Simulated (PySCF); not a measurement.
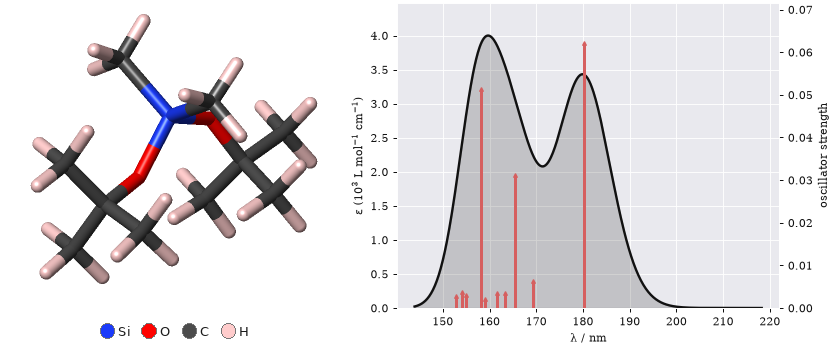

Computed absorption of C₁₀H₂₄O₂Si (Si(OtBu)2Me2), SMILES CC(C)(C)O[Si](C)(C)OC(C)(C)C. Vertical TDDFT excitations, PBE0/def2-SVPD, PySCF 2.14.0, at a PBE0-D3(BJ)/def2-SVP geometry (no frequency check), gas phase. Only the first 10 singlet excitations are included; each is broadened by a Gaussian of 1/e half-width 0.30 eV. Sticks give oscillator strengths (right axis).

### Does any vertical transition fall in the visible?

No singlet lies below 3.1 eV (beyond 400 nm), so at this level no vertical transition falls in the visible.

### Which of the computed transitions is the brightest, and what character does the calculation give it?

S1 at 6.88 eV (180 nm), f = 0.062, mainly HOMO → LUMO (96 %).

Known limits of this run: states above the negative HOMO energy depend on the basis; one conformer of a flexible molecule; core orbitals are frozen in the response.
